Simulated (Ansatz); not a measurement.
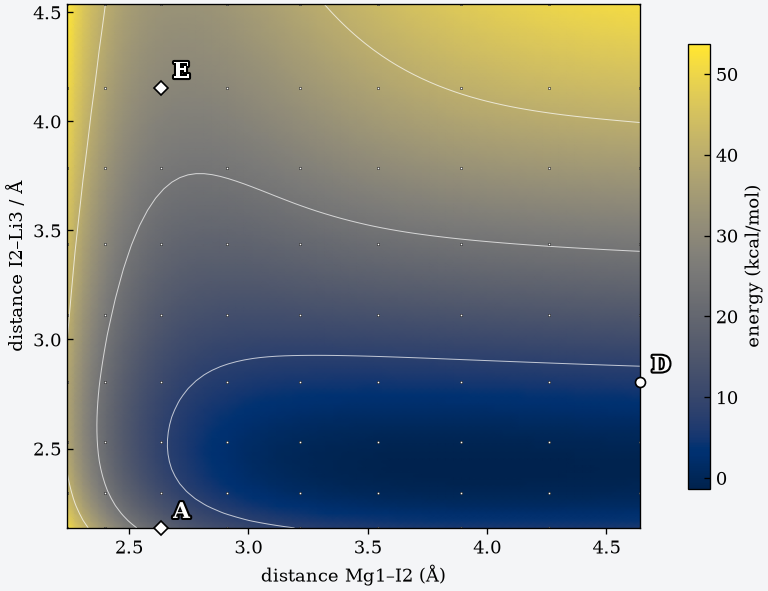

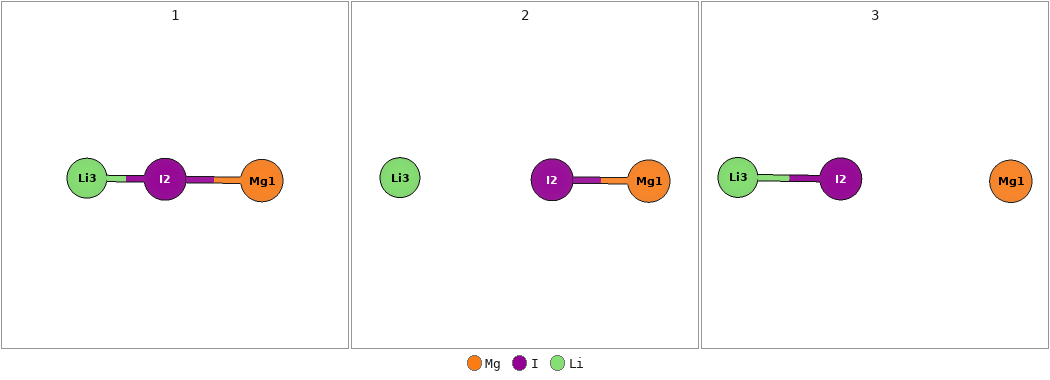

The system Mg + ILi. First axis: distance Mg1–I2. Second axis: distance I2–Li3. Nothing is relaxed (the angle Mg1–I2–Li3 is fixed at 180 degrees). The scan uses a 9 × 9 grid. Points are written as (first, second). Energies: kcal/mol, counted from Mg far from the relaxed ILi (each part in its own basis). The calculation used RKS r2SCAN-D4/def2-TZVPD (Ansatz 0.2.0).

In the figure: a smooth colour map with a few white contour lines, dots at the grid points, lettered points. Between grid points the surface is interpolated. The numbered pictures are the structures at these points, in random order.

Question: Which structure belongs to which point?

Answer: A is structure 1: (2.636 Å, 2.136 Å), 19.0 kcal/mol; D is structure 3: (4.640 Å, 2.807 Å), 6.0 kcal/mol; E is structure 2: (2.636 Å, 4.154 Å), 29.7 kcal/mol.
